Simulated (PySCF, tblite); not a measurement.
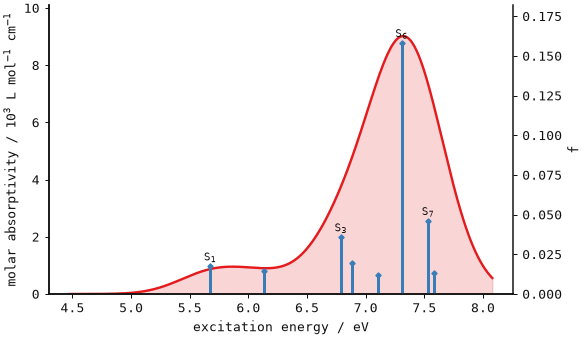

Computed absorption of C₂H₉FSSi₂, SMILES CS[SiH2][C@H](F)[SiH3]. Vertical TDDFT excitations, ωB97X-D/def2-SVPD with PySCF 2.14.0, at a GFN2-xTB geometry (a minimum by its frequencies), gas phase. Only the first 8 singlet excitations are included; each is broadened by a Gaussian of 1/e half-width 0.40 eV. Sticks give oscillator strengths (right axis).

Does any vertical transition fall in the visible?

Answer. No singlet lies below 3.1 eV (beyond 400 nm), so at this level no vertical transition falls in the visible.

Where is the lowest singlet, and is it bright?

Answer. S1 lies at 5.68 eV (218 nm) with f = 0.018, mainly HOMO → LUMO (66 %); it is weak.

List the transitions behind the spectrum.

Answer.
```csv
state,E (eV),λ (nm),f,main character
S1,5.68,218,0.018,HOMO → LUMO (66 %)
S2,6.13,202,0.014,HOMO → LUMO+2 (50 %)
S3,6.79,183,0.036,HOMO → LUMO+1 (55 %)
S4,6.88,180,0.019,HOMO → LUMO+5 (44 %)
S5,7.10,175,0.012,HOMO → LUMO+4 (46 %)
S6,7.31,170,0.158,HOMO−1 → LUMO (43 %)
S7,7.53,165,0.046,HOMO → LUMO+6 (51 %)
S8,7.58,164,0.013,HOMO → LUMO+8 (44 %)
```

Known limits of this run: the tight-binding geometry is rougher than a DFT one and adds to the error; one conformer of a flexible molecule; core orbitals are frozen in the response.
